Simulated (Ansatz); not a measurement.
A series of calculations on C4H6O3

Part 1: Relaxation

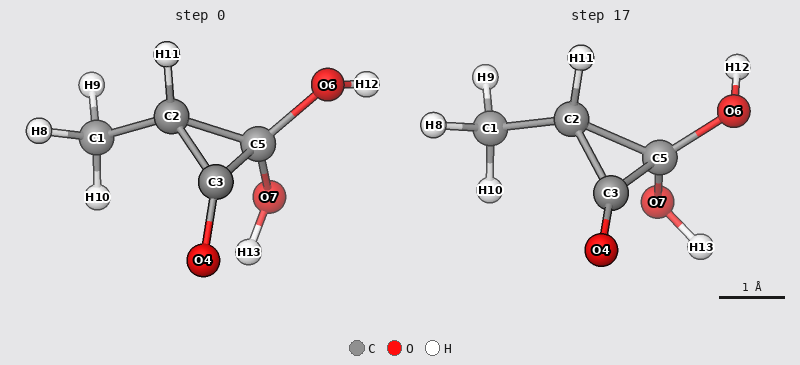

The structure of C4H6O3 before (left) and after (right) a relaxation, at one scale.

The picture is a ball-and-stick view, seen face on.

The run prepares an end point of a later path (torsion) calculation, from a guessed geometry.

The calculation used RKS B3LYP-D4/cc-pVDZ in Ansatz 0.2.0. (no spin polarisation; force threshold 0.015 eV/Å; at most 40 steps)

Describe what moved and what it gained.

The atom that moves furthest after the best rigid fit is H13 (0.85 Å). Largest moves by element: H 0.85 Å, O 0.61 Å, C 0.21 Å. Among the contacts that change: C2–C5 1.489 → 1.566 Å, C5–O6 1.449 → 1.385 Å, C2–C3 1.431 → 1.493 Å, C1–H10 1.042 → 1.099 Å. Among the angles between lasting bonds that change: O4–C3–C5 124.6° → 148.4°, C2–C3–O4 133.7° → 146.9°, C2–C5–O7 121.5° → 114.3°. Groups turn about C5–O7 by about 80°, C5–O6 by about 60°. The energy falls by 1.364 eV in 12 accepted moves (17 points after the start). The largest force component goes from 3.6 to 0.0072 eV/Å. The line search rejected the trial steps at points 5, 9, 12, 14, 16 of the run.

Part 2: Relaxation

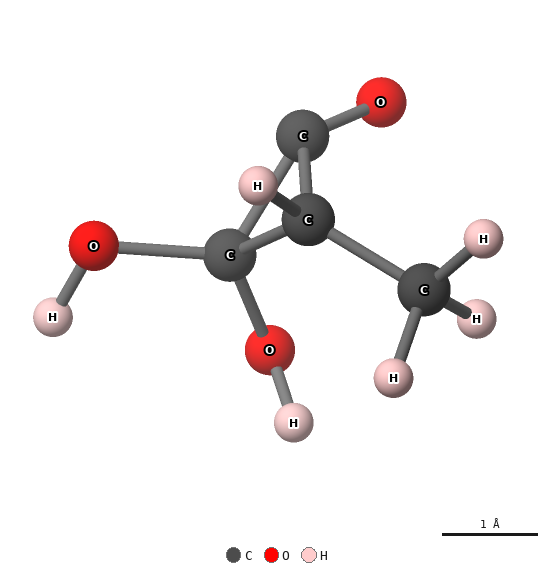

This is the input geometry for a relaxation of C₄H₆O₃. A ball-and-stick model, seen at a tilt.

The run prepares an end point of a later path (torsion) calculation, from a guessed geometry.

Computed with RKS B3LYP-D4/cc-pVDZ in Ansatz 0.2.0.

The input:
```yaml
crystal:
  periodic: [false, false, false]
  atoms:
    - { symbol: C, position_ang: [-1.2238, -0.2567, -0.9916] }
    - { symbol: C, position_ang: [-0.6984, -0.136, 0.3645] }
    - { symbol: C, position_ang: [0.3097, -1.0385, 0.8304] }
    - { symbol: O, position_ang: [0.8823, -2.0307, 0.327] }
    - { symbol: C, position_ang: [0.6887, 0.363, 0.5779] }
    - { symbol: O, position_ang: [0.895, 1.2107, 1.7354] }
    - { symbol: O, position_ang: [1.5645, 0.6287, -0.5192] }
    - { symbol: H, position_ang: [-2.0876, -0.8794, -1.0178] }
    - { symbol: H, position_ang: [-1.6215, 0.7913, -1.2789] }
    - { symbol: H, position_ang: [-0.5467, -0.569, -1.7195] }
    - { symbol: H, position_ang: [-1.4572, 0.1417, 1.1149] }
    - { symbol: H, position_ang: [1.5085, 1.9323, 1.5049] }
    - { symbol: H, position_ang: [1.10847, 1.17028, -1.14088] }
basis:
  gaussian: { orbitals: cc-pVDZ }
hamiltonian:
  xc: b3lyp
  dispersion: d4
relax:
  f_tol: 0.015
  max_steps: 40
```

Run as
```bash
ansatz run input.yaml --threads 2 --pin off --max-ram 3072MiB --backend cpu --events-out ev --progress --plain --runs-dir out
```

**Where does the relaxation end?**

The largest move after the best rigid fit is that of H12, 0.78 Å. Largest moves by element: H 0.78 Å, O 0.71 Å, C 0.19 Å. Some distances before and after: C2–C5 1.489 → 1.563 Å, C2–C3 1.431 → 1.494 Å, C5–O6 1.449 → 1.391 Å, C1–H10 1.042 → 1.100 Å. Among the angles between lasting bonds that change: O4–C3–C5 124.6° → 149.4°, C2–C3–O4 133.7° → 147.5°, C2–C1–H10 116.1° → 110.6°. Groups turn about C5–O6 by about 70°, C5–O7 by about 30°. Over 15 accepted moves (18 points after the start) the energy falls by 1.464 eV. Largest force component: 4.1 eV/Å at the start, 0.012 eV/Å at the end. The line search rejected the trial steps at points 6, 10, 13 of the run. The run took 84 s on 2 threads of Arm Neoverse V1, with other jobs on the host, peak memory 0.32 GiB.

Step by step:

| step | E − E(0), eV | largest force component, eV/Å | note |
| --- | --- | --- | --- |
| 0 | 0.0000 | 4.0683 |  |
| 1 | -0.8605 | 1.9771 |  |
| 2 | -1.1218 | 0.5123 |  |
| 3 | -1.1606 | 0.5858 |  |
| 4 | -1.1923 | 1.1407 |  |
| 5 | -1.2569 | 1.1390 |  |
| 6 | -1.2541 | 2.2908 | rejected |
| 7 | -1.3278 | 0.4621 |  |
| 8 | -1.3755 | 0.6004 |  |
| 9 | -1.4100 | 0.4899 |  |
| 10 | -1.4100 | 1.8378 | rejected |
| 11 | -1.4392 | 0.3337 |  |
| 12 | -1.4555 | 0.1671 |  |
| 13 | -1.4517 | 0.3401 | rejected |
| 14 | -1.4612 | 0.0888 |  |
| 15 | -1.4637 | 0.0802 |  |
| 16 | -1.4639 | 0.0519 |  |
| 17 | -1.4639 | 0.0365 |  |
| 18 | -1.4640 | 0.0115 |  |

Final geometry:

```xyz
13

C    -1.3455   -0.2569   -1.0778
C    -0.7108   -0.1147    0.2915
C     0.4379   -0.9762    0.7057
O     0.8198   -2.0667    1.0328
C     0.7342    0.4614    0.4414
O     0.8767    1.3558    1.4971
O     1.4735    0.7491   -0.6969
H    -2.0707   -1.0853   -1.0877
H    -1.8773    0.6651   -1.3644
H    -0.5793   -0.4628   -1.8403
H    -1.3767    0.1796    1.1138
H     1.7927    1.2798    1.8133
H     1.1474    1.5994   -1.0416
```

After the run, drawn alike:

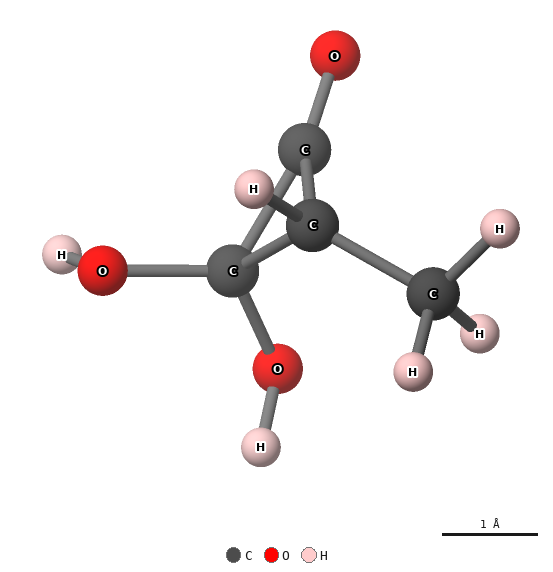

Part 3: Path

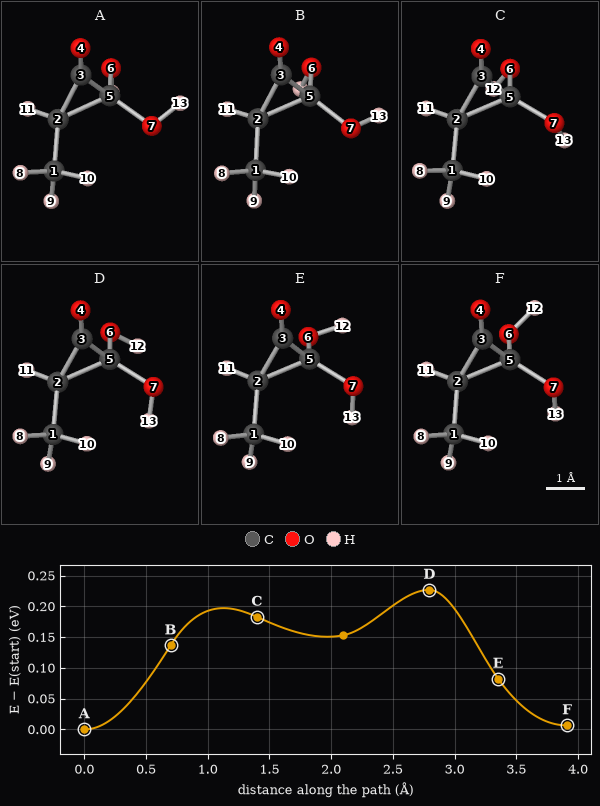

A nudged-elastic-band calculation for C₄H₆O₃. Images are numbered from 0 (start) to 6 (end). Frames A to F are images 0, 1, 2, 4, 5, 6. Style: ball-and-stick. Shown from a free direction.

All numbers below come from Ansatz 0.2.0, RKS B3LYP-D4/cc-pVDZ. Run with 5 movable images; climbing image; force threshold 0.03 eV/Å; iteration limit 60; starting path by image-dependent pair potential.

Question: What happens along the path, and what is the barrier?

Answer: The path has more than one stage, and so few images may leave a stage unresolved. No bond forms or breaks between the ends. Bond angles that change up to the highest image, for instance: C2–C5–O7 114.3° → 118.1°. The highest point, image 4, lies 0.227 eV above the start and 0.220 eV above the end; the end is at +0.006 eV relative to the start. The profile has 2 maxima (images 2, 4) with a dip at image 3 (+0.153 eV), so the process runs in steps. The band converged in 15 iterations. The largest component of the band force went from 2 to 0.014 eV/Å. The climbing image converged on the top of the path. Its vibrational analysis gives one imaginary mode (378i cm⁻¹), as a transition state must have.

Cost: 5.5 min on 2 threads of Arm Neoverse V1, with other jobs on the host, peak memory 0.32 GiB.
